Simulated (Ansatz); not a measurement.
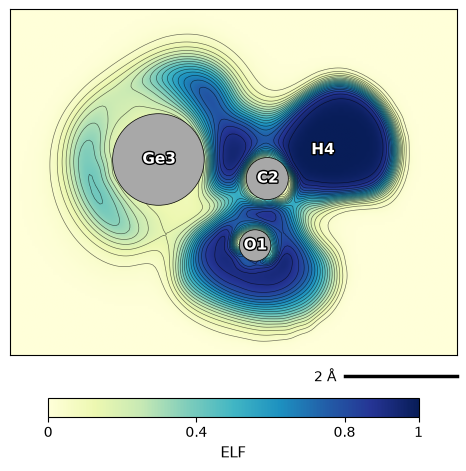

Figure. CH3GeO (charge +1). ELF on the plane of atoms O1, C2 and H4. Grey discs cover the atomic cores.

Level of theory: Ansatz 0.2.0, RKS BLYP-D4/def2-SVP.

The calculation's input:

```
crystal:
  periodic: [false, false, false]
  atoms:
    - { symbol: O, position_ang: [0.55531, -1.74198, -0.54255] }
    - { symbol: C, position_ang: [-0.33831, -1.20109, -0.0424] }
    - { symbol: Ge, position_ang: [0.09328, 0.96941, 0.11881] }
    - { symbol: H, position_ang: [-1.30213, -1.56745, 0.33727] }
    - { symbol: H, position_ang: [1.50304, 1.20383, -0.49693] }
    - { symbol: H, position_ang: [-0.51119, 2.33728, 0.6258] }
total_charge: 1
basis:
  gaussian: { orbitals: def2-SVP }
hamiltonian:
  xc: blyp
  dispersion: d4
relax:
  f_tol: 0.015
  max_steps: 40
output:
  orbitals: {}
```

Run with:

```sh
ansatz run input.yaml --threads 1 --pin off --max-ram 2048MiB --backend cpu --events-out ev --progress --plain --runs-dir out
```

The fields are those of the relaxed geometry.

### What do the fields say about this system?

- The plane passes through O, C, Ge and H nuclei.
- C–O (1.22 Å): the ELF peaks at about 0.85 between the atoms (a multiple bond).
- C–Ge (1.98 Å): the ELF peaks at about 0.90 in the valence shell of C, 0.7 Å from its nucleus, and is about 0.60 at the midpoint.
- C–H (1.12 Å): the ELF climbs to about 1 towards the hydrogen, as it does in any bond to H (a covalent bond by its length).
- The ELF also peaks beside O1, away from the bonds: lone-pair regions.
